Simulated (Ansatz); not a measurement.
**F₄Ti···H₂: density, localisation and related maps**

```xyz
7

Ti   -0.8714    0.6225    0.0849
F     0.5269    0.9811   -0.8863
F    -2.2725    0.5107   -0.9399
F    -1.1069    1.8936    1.2488
F    -0.6437   -0.8877    0.9179
H     2.3297   -1.3099   -0.4481
H     2.0378   -1.8104    0.0227
```

The reactant side of a reaction path; geometry: PBE0-D4/def2-TZVP.

Level of theory: RKS PBE0-D4/def2-TZVPP in Ansatz.

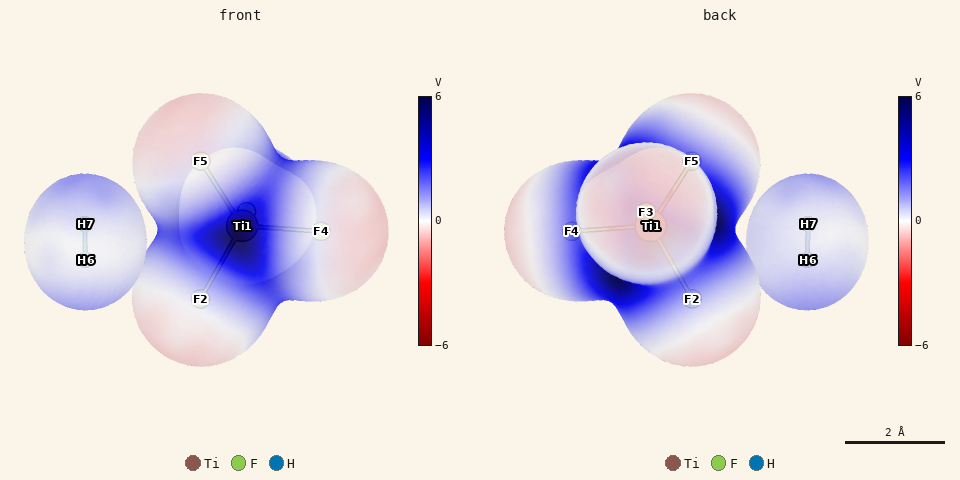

Figure 1. The electrostatic potential painted on the density surface at 0.004 e/bohr³, seen from the front and from behind; red is negative and blue positive.

**Which sites attract a positive test charge, and which a negative one?**

A positive charge is drawn to the negative regions and a negative charge to the positive ones. The most negative region (about −0.5 V) lies over F2, F3, F4 and F5, the most positive (about +5.7 V) over Ti1.

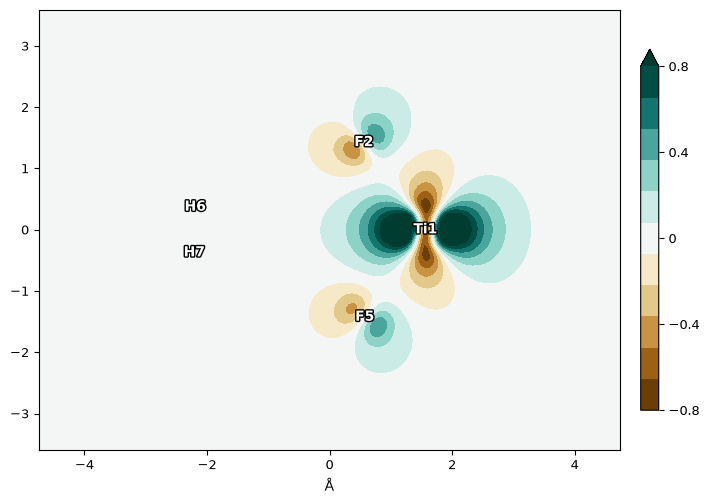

Figure 2. The LUMO on the plane of atoms F2, Ti1 and F5 (values in Å⁻³ᐟ²; the overall sign is arbitrary).

**Where does this orbital lie, and at what energy?**

It lies mainly on Ti1 (about 80 %). Its energy is −3.09 eV.

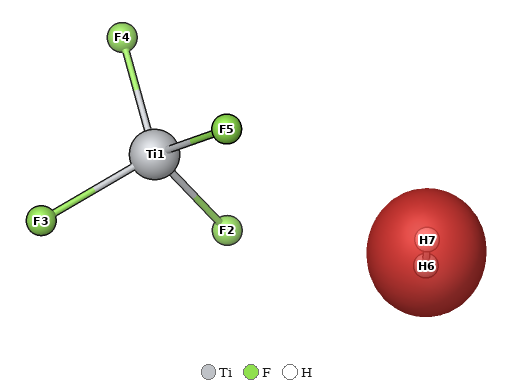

Figure 3. The HOMO at ±0.3 Å⁻³ᐟ² (blue and red are the two phases), seen at an oblique angle.

**Where does this orbital lie, and at what energy?**

Its weight (Hirshfeld) is mainly on H7 (about 50 %) and H6 (about 50 %). Its energy is −11.99 eV.
